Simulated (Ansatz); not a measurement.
# C3H8Si (SMILES CC(C)[SiH]): CCSD(T)/6-31G(d) (spherical functions)

What is the energy change on altering one bond length of C3H8Si at CCSD(T)/6-31G* (spherical functions)? 

The calculation is run with Ansatz 0.2.0.

62 further runs of the same task are left out: 62 set aside as unsound or not needed.

## 1. The structure to begin with

The species is C3H8Si (12 atoms), meant as a singlet with charge 0. As SMILES, `CC(C)[SiH]`. Geometry: relaxed at PBE0-D4/def2-TZVP. This is one conformer, not always the lowest.

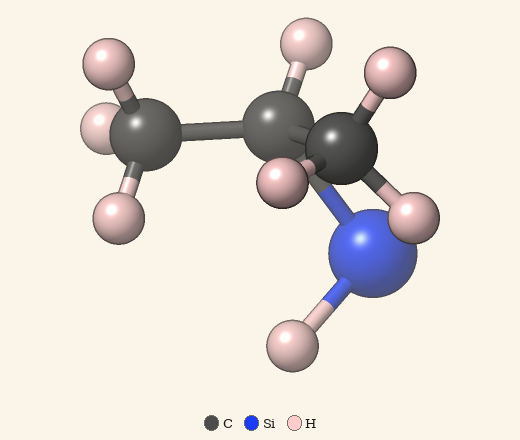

The structure, seen from a chosen angle (carbon dark grey, silicon blue, hydrogen pink).

## 2. The energy at CCSD(T)/6-31G(d) (spherical functions)

Input file input.yaml:

```yaml
crystal:
  periodic: [false, false, false]
  atoms:
    - {symbol: C, position_ang: [-0.253100, 0.907000, -1.062800]}
    - {symbol: C, position_ang: [0.097600, -0.436300, -0.460200]}
    - {symbol: C, position_ang: [0.789900, -0.357500, 0.904100]}
    - {symbol: Si, position_ang: [-1.169000, -1.505700, 0.467600]}
    - {symbol: H, position_ang: [-0.840100, 0.787500, -1.976500]}
    - {symbol: H, position_ang: [-0.850600, 1.498900, -0.364400]}
    - {symbol: H, position_ang: [0.640200, 1.486400, -1.322400]}
    - {symbol: H, position_ang: [0.694200, -1.034400, -1.150400]}
    - {symbol: H, position_ang: [0.750400, 0.645900, 1.325000]}
    - {symbol: H, position_ang: [0.284700, -1.010900, 1.698600]}
    - {symbol: H, position_ang: [1.807500, -0.747500, 0.908500]}
    - {symbol: H, position_ang: [-1.874800, -0.288600, 1.067000]}
basis:
  gaussian:
    orbitals: 6-31G_st_-spherical.json
correlation:
  method: ccsd_t
  frozen_orbitals: {C: 1, H: 0, Si: 5}
scf:
  omitted_lower_state_checks: [cluster_reference, increment]
accuracy: high
```

The basis set 6-31G* is read from a file made from the Basis Set Exchange's data (not shown).

Launch:

```console
$ ansatz run input.yaml --threads 1 --pin off --max-ram 3480MiB --events-out events.jsonl --progress --plain --runs-dir runs
```

Standard output (excerpt; [...] marks lines left out):

```text
Warning: RAYON_NUM_THREADS=1 ignored (pool sized by the plan → 1); use --threads N
Functional definition: HF
  name "HF"
[...]
1918 factors; integrals over basis functions are off by at most 3.9e-9 eV
[...]
mean field -11077.64368164 eV, -407.0958966038 hartree, gradient 7.9e-8 eV, S^2 0.000000; 0 other end points of the search recorded, 0 dependent functions left out
8 core orbitals not correlated: weight in the atoms' cores, before any rotation towards them, 1.000 or more for the frozen orbitals, at most 0.000 for the correlated occupied ones
reference -11077.64368164 eV, -407.0958966038 hartree; 12, 12 occupied and 56, 56 virtual orbitals, 1918 factors
second order -12.79122359 eV of doubles, -0.00000000 eV of singles
cycle   1  -13.74767829 eV  change   -9.6e-1 eV  update   9.2e-2
[...]
cycle  23  -14.30430864 eV  change   -1.2e-9 eV  update   1.1e-9
perturbative correction -0.43670019 eV, -0.0160484360 hartree
Total energy: -11092.38469048 eV, -407.6376186866 hartree
Checks for a lower state left out: cluster_reference, increment
```

Run time: 7.8 s. Hardware: 1 thread of Intel Xeon 6975P-C (Granite Rapids), shared host; peak memory 0.4 GiB.

## 3. The distorted shape at the same level

Input file input.yaml:

```yaml
crystal:
  periodic: [false, false, false]
  atoms:
    - symbol: C
      position_ang: [-0.041357, 0.541865, -1.242623]
    - symbol: C
      position_ang: [0.309343, -0.801435, -0.640023]
    - symbol: C
      position_ang: [1.001643, -0.722635, 0.724277]
    - symbol: Si
      position_ang: [-0.957257, -1.870835, 0.287777]
    - symbol: H
      position_ang: [-0.628357, 0.422365, -2.156323]
    - symbol: H
      position_ang: [-0.638857, 1.133765, -0.544223]
    - symbol: H
      position_ang: [0.851943, 1.121265, -1.502223]
    - symbol: H
      position_ang: [0.905943, -1.399535, -1.330223]
    - symbol: H
      position_ang: [0.962143, 0.280765, 1.145177]
    - symbol: H
      position_ang: [0.496443, -1.376035, 1.518777]
    - symbol: H
      position_ang: [2.019243, -1.112635, 0.728677]
    - symbol: H
      position_ang: [-1.874800, -0.288600, 1.067000]
basis:
  gaussian: {orbitals: 6-31G_st_-spherical.json}
correlation: {method: ccsd_t, frozen_orbitals: {C: 1, H: 0, Si: 5}}
accuracy: high
scf: {omitted_lower_state_checks: [cluster_reference, increment]}
```

The basis set 6-31G* is read from a file made from the Basis Set Exchange's data (not shown).

Launch:

```console
$ ansatz run input.yaml --threads 1 --pin off --max-ram 3480MiB --events-out events.jsonl --progress --plain --runs-dir runs
```

Standard output (excerpt; [...] marks lines left out):

```text
Warning: RAYON_NUM_THREADS=1 ignored (pool sized by the plan → 1); use --threads N
[... 2 set-up lines as earlier in the session ...]
[...]
1922 factors; integrals over basis functions are off by at most 3.8e-9 eV
[...]
mean field -11076.64095353 eV, -407.0590470255 hartree, gradient 9.4e-8 eV, S^2 0.000000; 0 other end points of the search recorded, 0 dependent functions left out
8 core orbitals not correlated: weight in the atoms' cores, before any rotation towards them, 1.000 or more for the frozen orbitals, at most 0.000 for the correlated occupied ones
reference -11076.64095353 eV, -407.0590470255 hartree; 12, 12 occupied and 56, 56 virtual orbitals, 1922 factors
second order -12.88845352 eV of doubles, -0.00000000 eV of singles
cycle   1  -13.87362808 eV  change   -9.9e-1 eV  update   1.0e-1
[...]
cycle  24  -14.49862893 eV  change   1.5e-10 eV  update   2.0e-9
perturbative correction -0.46027492 eV, -0.0169147913 hartree
Total energy: -11091.59985738 eV, -407.6087766022 hartree
Checks for a lower state left out: cluster_reference, increment
```

Run time: 9.6 s. Hardware: 1 thread of Intel Xeon 6975P-C (Granite Rapids), shared host; peak memory 0.41 GiB.

## 4. Summary of results

At CCSD(T)/6-31G* (spherical functions), 8 core orbitals frozen:

| quantity | value |
| --- | --- |
| first shape: total energy | -407.63762 Eh |
| first shape: correlation energy (8 core orbitals frozen) | -541.7 mEh |
| first shape: (T) correction | -16.05 mEh |
| first shape: T1 diagnostic | 0.012 |
| distorted shape: total energy | -407.60878 Eh |
| distorted shape: correlation energy (8 core orbitals frozen) | -549.7 mEh |
| distorted shape: (T) correction | -16.91 mEh |
| distorted shape: T1 diagnostic | 0.014 |
| energy change with the Si4–H12 bond stretched from 1.529 to 1.988 Å | 0.785 eV |

In words: With the Si4–H12 bond stretched from 1.529 to 1.988 Å the energy rises by 0.78 eV (75.7 kJ/mol). The first shape isn't relaxed at this level, so the change isn't measured from a minimum. The triples (first shape) make up 3.0 % of the correlation energy. The triples (distorted shape) make up 3.1 % of the correlation energy.
